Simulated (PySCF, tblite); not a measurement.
# C₆H₅FO₂: geometry, infrared bands and NMR shifts

Wanted: the infrared bands and NMR shifts of C₆H₅FO₂ (`C/C(=C\C=O)C(F)=C=O`), by calculation.

Programs: tblite 0.8.0 and PySCF 2.14.0, with density-fitted response routines of our own. Each step states its level of theory. These are calculated values for one molecule in the gas phase, unless marked as measured. Atoms count from 0, in the outputs and in this text.

## (1) The starting structure

14 atoms, charge 0, multiplicity 1; geometry from: force field or distance geometry start.

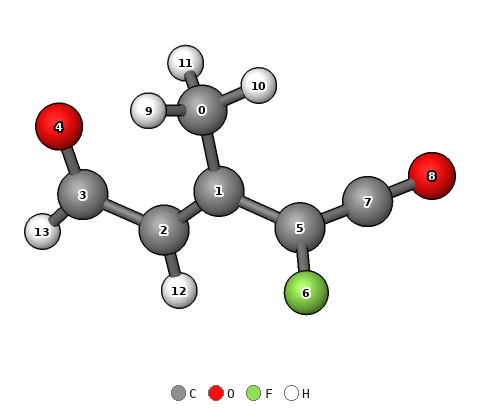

As it starts; carbon grey, oxygen red, fluorine green, hydrogen white, atoms numbered.

## (2) Optimising the geometry with GFN2-xTB

Job settings and geometry (Å):

```
{"job": {"kind": "relax", "xc": "GFN2-xTB", "basis": "xTB"}, "charge": 0, "multiplicity": 1}
C      0.212000     1.335600     0.217100
C      0.170700    -0.136100     0.133900
C     -0.965300    -0.794800     0.063400
C     -2.271300    -0.112900     0.026600
O     -2.404000     1.128900     0.098400
C      1.468400    -0.834800     0.164900
F      1.851800    -1.523100     1.288100
C      2.302700    -0.831700    -0.810000
O      3.083500    -0.830100    -1.773600
H     -0.316900     1.737700     1.117800
H      1.258200     1.684000     0.137800
H     -0.305100     1.815300    -0.666200
H     -0.942200    -1.886500     0.017600
H     -3.143200    -0.752000    -0.038000
```

On the command line:

```bash
OMP_NUM_THREADS=1 python probes_run.py task.json out
```

One launch serves the whole session: the jobs run in the order shown.

Log:

```text
step      E/eV     max force
  0    -765.64524    7.425
  1    -764.95247   20.768
  2    -766.02442    3.069
  3    -766.06768    1.950
  4    -766.11282    0.362
  5    -766.12383    0.320
  6    -766.14300    0.589
  7    -766.15423    0.345
  8    -766.15991    0.208
  9    -766.16471    0.255
 10    -766.17083    0.338
 11    -766.17745    0.350
 12    -766.18348    0.215
 13    -766.18896    0.190
 14    -766.19379    0.269
 15    -766.19828    0.208
 16    -766.20341    0.206
 17    -766.21043    0.242
 18    -766.21841    0.323
 19    -766.22498    0.237
 20    -766.22966    0.163
 21    -766.23348    0.158
 22    -766.23905    0.317
 23    -766.24651    0.364
 24    -766.25411    0.255
 25    -766.25970    0.244
 26    -766.26334    0.318
 27    -766.26812    0.380
 28    -766.27558    0.313
 29    -766.28815    0.232
 30    -766.29971    0.315
 31    -766.31741    0.402
 32    -766.33669    0.373
 33    -766.34821    0.709
 34    -766.35426    0.538
 35    -766.37205    0.327
 36    -766.38521    0.417
 37    -766.40592    0.556
 38    -766.42394    0.486
 39    -766.44256    0.608
 40    -766.44828    0.665
 41    -766.45858    0.464
 42    -766.46318    0.311
 43    -766.46854    0.222
 44    -766.47717    0.207
 45    -766.48012    0.152
 46    -766.48328    0.184
 47    -766.48557    0.153
 48    -766.48841    0.154
 49    -766.49159    0.157
 50    -766.49417    0.172
 51    -766.49618    0.116
 52    -766.49792    0.128
 53    -766.50083    0.151
 54    -766.50449    0.190
 55    -766.50887    0.223
 56    -766.51273    0.188
 57    -766.51616    0.263
 58    -766.51804    0.235
 59    -766.52092    0.182
 60    -766.52242    0.096
 61    -766.52359    0.087
 62    -766.52435    0.080
 63    -766.52507    0.075
 64    -766.52542    0.070
 65    -766.52562    0.032
 66    -766.52576    0.044
 67    -766.52588    0.060
 68    -766.52600    0.055
 69    -766.52613    0.043
 70    -766.52629    0.034
 71    -766.52644    0.040
 72    -766.52654    0.038
 73    -766.52665    0.034
 74    -766.52676    0.029
 75    -766.52686    0.032
 76    -766.52695    0.038
 77    -766.52702    0.029
 78    -766.52707    0.026
 79    -766.52709    0.023
 80    -766.52711    0.021
 81    -766.52713    0.019
 82    -766.52717    0.017
 83    -766.52720    0.016
 84    -766.52723    0.011
 85    -766.52724    0.012
 86    -766.52725    0.011
 87    -766.52726    0.010
 88    -766.52727    0.011
 89    -766.52728    0.013
 90    -766.52730    0.011
 91    -766.52731    0.006
```

Run time: 0.53 s. Hardware: 1 thread of Arm Neoverse V1, shared host.

Step by step: (not every step is listed) (the energy doesn't fall at every step)

```tsv
step	energy from step 0 (eV)	largest force (eV/Å)
0	0.0000	7.4254
1	0.6928	20.7682
2	-0.3792	3.0687
3	-0.4224	1.9502
4	-0.4676	0.3624
5	-0.4786	0.3201
6	-0.4978	0.5885
7	-0.5090	0.3452
8	-0.5147	0.2081
15	-0.5530	0.2083
22	-0.5938	0.3174
29	-0.6429	0.2315
36	-0.7400	0.4173
43	-0.8233	0.2220
50	-0.8489	0.1725
57	-0.8709	0.2629
64	-0.8802	0.0702
71	-0.8812	0.0400
78	-0.8818	0.0256
85	-0.8820	0.0117
86	-0.8820	0.0112
87	-0.8820	0.0100
88	-0.8820	0.0112
89	-0.8820	0.0132
90	-0.8821	0.0114
91	-0.8821	0.0062
```

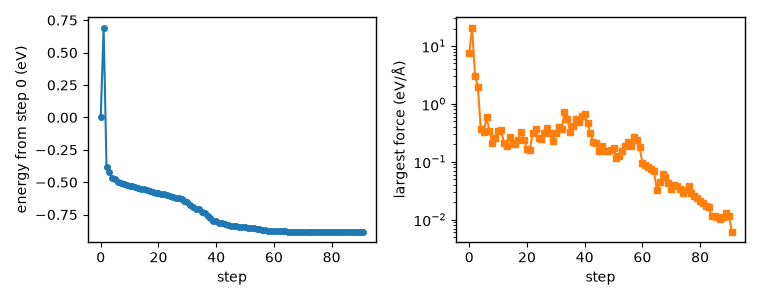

Energy and largest force along the relaxation.

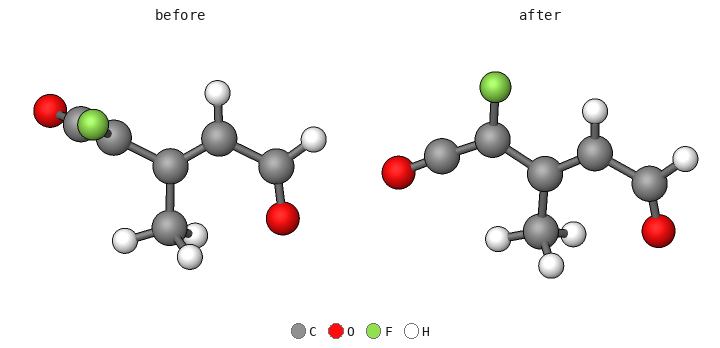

Before and after, at one scale.

Distances of close pairs at the start and the end, largest changes first:

```tsv
bond	before (Å)	after (Å)	change (Å)
C7–O8	1.240	1.158	-0.082
C0–H11	1.130	1.089	-0.041
C3–O4	1.251	1.210	-0.041
C1–C2	1.315	1.354	+0.039
C5–C7	1.283	1.319	+0.035
C0–H9	1.119	1.089	-0.030
C1–C5	1.474	1.447	-0.027
C2–C3	1.474	1.449	-0.025
```

The end geometry stands in the next job.

## (3) Harmonic vibrations with GFN2-xTB

Job settings and geometry (Å):

```
{"job": {"kind": "ir", "xc": "GFN2-xTB", "basis": "xTB"}, "charge": 0, "multiplicity": 1}
C      0.284760     1.292121    -0.214913
C      0.146478    -0.177861    -0.000155
C     -1.038102    -0.779534     0.263339
C     -2.300593    -0.075043     0.355281
O     -2.476528     1.116157     0.232977
C      1.350712    -0.976058    -0.080323
F      1.246784    -2.322224     0.113704
C      2.549720    -0.486057    -0.327512
O      3.580945    -0.007484    -0.546442
H     -0.012514     1.822879     0.688802
H      1.299671     1.574043    -0.482084
H     -0.403410     1.616480    -0.994072
H     -1.073468    -1.848137     0.411926
H     -3.155133    -0.749756     0.557307
```

Log:

```text
mode    cm-1     km/mol
  1      48.2      0.68
  2      60.6      0.00
  3      97.7     10.71
  4     113.2      3.00
  5     194.3      3.52
  6     211.5      3.83
  7     243.7      1.74
  8     329.8     14.72
  9     342.1      0.85
 10     381.1      9.47
 11     424.2      2.57
 12     532.4      1.17
 13     587.7     25.41
 14     668.6     34.78
 15     808.9      4.72
 16     815.3      9.85
 17     930.3      9.66
 18     979.2     25.51
 19    1020.9      7.85
 20    1062.4     38.81
 21    1089.8     67.96
 22    1248.1     40.24
 23    1332.3     36.35
 24    1358.7     40.12
 25    1395.5     67.97
 26    1404.1     28.17
 27    1441.8      4.81
 28    1460.3      2.14
 29    1577.0    561.39
 30    1717.8    314.47
 31    2239.4   1661.47
 32    2767.3    161.62
 33    3012.2      0.69
 34    3036.1      0.25
 35    3048.9     17.68
 36    3098.4      8.03
```

Run time: 0.4 s. Hardware: 1 thread of Arm Neoverse V1, shared host.

The strongest bands and the atoms that carry them (share of the mass-weighted mode):

```tsv
cm⁻¹	km/mol	atoms
1090	68.0	H12 31 %, C2 22 %, C3 14 %
1248	40.2	C5 41 %, C1 20 %, H12 18 %
1359	40.1	C5 61 %, O8 18 %, C1 10 %
1396	68.0	H13 68 %
1577	561.4	C1 45 %, C2 41 %
1718	314.5	C3 56 %, O4 35 %
2239	1661.5	C7 69 %, O8 23 %
2767	161.6	H13 94 %
```

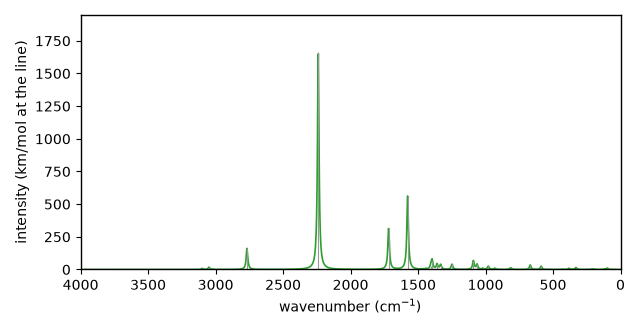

The infrared spectrum from these modes, unscaled. Lines are broadened to a width of 14 cm⁻¹ (Lorentzian).

## (4) Nuclear shieldings: PBE0/pcSseg-1

Same as in step 3 but for these lines:

```diff
@@ -1,2 +1,2 @@
-{"job": {"kind": "ir", "xc": "GFN2-xTB", "basis": "xTB"}, "charge": 0, "multiplicity": 1}
+{"job": {"kind": "nmr", "xc": "PBE0", "basis": "pcSseg-1"}, "charge": 0, "multiplicity": 1}
 C      0.284760     1.292121    -0.214913
```

With the program's defaults for keys left out, this is: GIAO PBE0/pcSseg-1 NMR shielding, non-relativistic, gas phase.

Log:

```text
coarse grid: 12880 points
cycle   1  E = -480.9462116161  dE =  1.724e+00  |g| = 1.094e+00  |ddm| = 3.669e+00
cycle   2  E = -477.4258286548  dE =  3.520e+00  |g| = 3.194e+00  |ddm| = 4.210e+00
cycle   3  E = -480.8868888217  dE = -3.461e+00  |g| = 1.067e+00  |ddm| = 4.021e+00
cycle   4  E = -481.1852171261  dE = -2.983e-01  |g| = 2.100e-01  |ddm| = 1.037e+00
cycle   5  E = -481.1931594558  dE = -7.942e-03  |g| = 1.813e-01  |ddm| = 3.800e-01
cycle   6  E = -481.1990632117  dE = -5.904e-03  |g| = 3.948e-02  |ddm| = 1.523e-01
cycle   7  E = -481.1993028256  dE = -2.396e-04  |g| = 1.915e-02  |ddm| = 4.203e-02
cycle   8  E = -481.1993914426  dE = -8.862e-05  |g| = 8.972e-03  |ddm| = 2.090e-02
cycle   9  E = -481.1994054970  dE = -1.405e-05  |g| = 3.558e-03  |ddm| = 1.038e-02
cycle  10  E = -481.1994083738  dE = -2.877e-06  |g| = 2.046e-03  |ddm| = 4.995e-03
final grid: 128128 points
cycle  11  E = -481.2811828361  dE = -7.688e-06  |g| = 1.614e-02  |ddm| = 3.920e-02
cycle  12  E = -481.2809897042  dE =  1.931e-04  |g| = 3.536e-02  |ddm| = 3.774e-02
cycle  13  E = -481.2812331160  dE = -2.434e-04  |g| = 2.119e-03  |ddm| = 2.756e-02
cycle  14  E = -481.2812339903  dE = -8.743e-07  |g| = 6.729e-04  |ddm| = 1.807e-03
cycle  15  E = -481.2812340607  dE = -7.043e-08  |g| = 2.509e-04  |ddm| = 7.145e-04
cycle  16  E = -481.2812340728  dE = -1.213e-08  |g| = 6.195e-05  |ddm| = 2.434e-04
cycle  17  E = -481.2812340735  dE = -6.625e-10  |g| = 1.637e-05  |ddm| = 6.590e-05
converged SCF energy = -481.2812340735

GIAO shielding tensors (ppm)
atom      isotropic    diamagn.    paramagn.     s11        s22        s33       span
  0 C      166.153     247.403     -81.250    151.521    167.539    179.399     27.878
  1 C       34.652     262.789    -228.137    -64.727     13.439    155.242    219.969
  2 C       65.989     256.998    -191.009    -33.419     74.891    156.495    189.914
  3 C       -4.108     243.532    -247.639    -87.955    -21.057     96.688    184.644
  4 O     -335.865     404.902    -740.766  -1010.391   -373.103    375.900   1386.292
  5 C       56.852     248.916    -192.065    -40.572     87.854    123.273    163.844
  6 F      460.509     473.123     -12.614    301.357    392.975    687.196    385.839
  7 C      -62.648     263.413    -326.062    -83.963    -77.979    -26.004     57.959
  8 O     -244.026     400.466    -644.491   -598.547   -286.026    152.495    751.042
  9 H       28.796      29.721      -0.925     25.104     26.715     34.570      9.466
 10 H       30.905      31.945      -1.040     25.136     31.276     36.304     11.168
 11 H       28.419      29.787      -1.368     24.386     26.934     33.938      9.553
 12 H       25.309      33.380      -8.071     21.757     23.924     30.246      8.489
 13 H       21.676      26.072      -4.396     19.038     21.387     24.603      5.565
```

It took 25 s on 1 thread of Arm Neoverse V1, shared host; peak memory 0.81 GiB.

Shifts follow as δ = σ(reference) − σ, with reference shieldings (ppm) from runs at the same level and on the same kind of geometry: ¹H TMS 31.72, ¹³C TMS 186.9, ¹⁹F CFCl3 170.9, ¹⁷O H2O 336.1. The references are single molecules in the gas phase, so shifts against H2O, NH3, PH3, H3PO4 or CFCl3 are not on the usual liquid scales and can be off by tens of ppm. Atoms listed in one row are averaged.

```tsv
atoms	environment	σ (ppm)	δ (ppm)	δ scaled to CDCl3
C7	central carbon of a ketene	-62.6	249.6	241.7
C3	aldehyde carbonyl carbon	-4.1	191.0	184.5
C1	β carbon of a C=C–C=O unit	34.7	152.3	146.7
C5	terminal carbon of a ketene	56.9	130.1	125.0
C2	α carbon of a C=C–C=O unit	66.0	120.9	116.1
C0	allylic methyl carbon	166.2	20.8	18.4
H13	hydrogen on an aldehyde carbonyl carbon	21.68	10.04	9.57
H12	hydrogen on an α carbon of a C=C–C=O unit	25.31	6.41	6.15
H9, H10, H11	hydrogen on an allylic methyl carbon	29.37	2.34	2.31
O4	aldehyde oxygen	-335.9	671.9	–
O8	carbonyl oxygen	-244.0	580.1	–
F6	vinylic fluorine	460.5	-289.6	–
```

The scaled column applies a straight-line fit of computed shieldings to shifts measured in CDCl3, and one for carbons that bear F (root-mean-square error 0.16 ppm for H, 1.9 ppm for C).

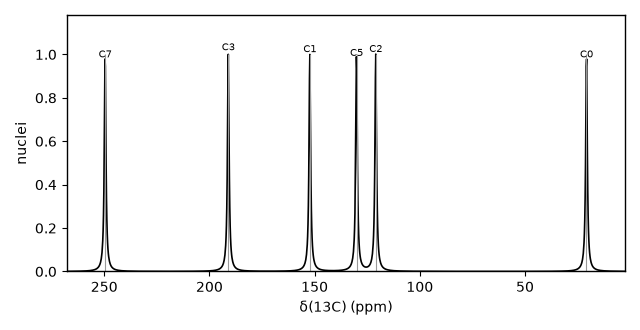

¹³C lines at the computed shifts, without couplings. Lines are broadened to a width of 0.92 ppm (Lorentzian).

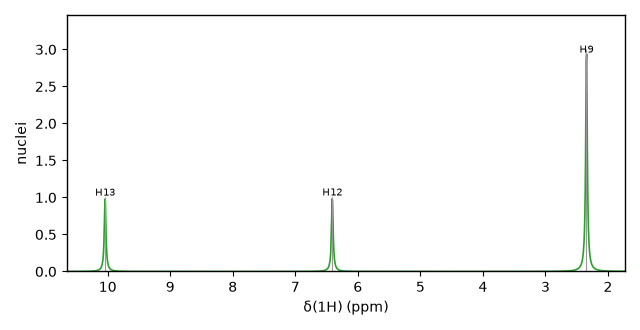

¹H lines at the computed shifts, without couplings. Lines are broadened to a width of 0.03 ppm (Lorentzian).

Charges from the same density, by scheme (e):

```tsv
atoms	Mulliken	IAO	Hirshfeld	ESP fit
C0	-0.10	-0.43	-0.12	-0.78
C1	-0.38	0.07	0.03	0.39
C2	-0.17	-0.27	-0.09	-0.44
C3	0.30	0.23	0.11	0.49
O4	-0.39	-0.43	-0.23	-0.49
C5	0.28	0.11	0.03	-0.33
F6	-0.27	-0.26	-0.07	-0.07
C7	0.33	0.43	0.22	0.61
O8	-0.22	-0.22	-0.10	-0.28
```

Mulliken charges:

C0 -0.10; C1 -0.38; C2 -0.17; C3 0.30; O4 -0.39; C5 0.28; F6 -0.27; C7 0.33; O8 -0.22; H9 0.16; H10 0.12; H11 0.16; H12 0.10; H13 0.07

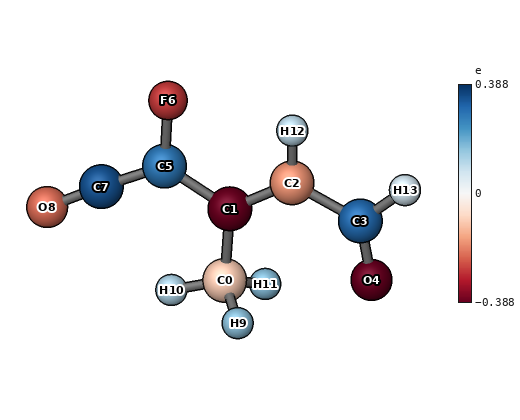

Mulliken charges, as colours on the atoms.

Mayer bond orders: C0–C1 1.09, C1–C2 1.66, C2–C3 1.10, C3–O4 1.94, C1–C5 1.08, C5–F6 0.92, C5–C7 1.57, C7–O8 2.15.

## (5) What came out

| quantity | value |
| --- | --- |
| strongest single infrared mode (GFN2-xTB) | 2239 cm⁻¹, 1661 km/mol |
| zero-point energy (GFN2-xTB) | 58.7 kcal/mol |
| ¹³C shifts against TMS (PBE0/pcSseg-1) | 249.6, 191.0, 152.3, 130.1, 120.9, 20.8 ppm |
| ¹H shifts against TMS (PBE0/pcSseg-1, means over atoms taken as alike) | 10.04, 6.41, 2.34 ppm |
| ¹⁷O shifts against H2O (PBE0/pcSseg-1) | 671.9, 580.1 ppm |
| ¹⁹F shifts against CFCl3 (PBE0/pcSseg-1) | -289.6 ppm |

In words: Relaxing lowered the energy by 0.882 eV in 91 steps; the close pair that moved most is C7–O8, from 1.240 to 1.158 Å. No mode is imaginary among the 36: a minimum at this level. The strongest single mode, at 2239 cm⁻¹, moves mainly C7. Unscaled tight-binding wavenumbers are off by several per cent, some by more. Its intensities can rank the bands wrongly. The most deshielded hydrogen is H13 (hydrogen on an aldehyde carbonyl carbon), at 10.04 ppm: the C=O anisotropy and electron withdrawal place aldehyde protons far downfield. At PBE0/pcSseg-1: Shielding is most anisotropic at O4 (span 1386 ppm, paramagnetic term -741 ppm).
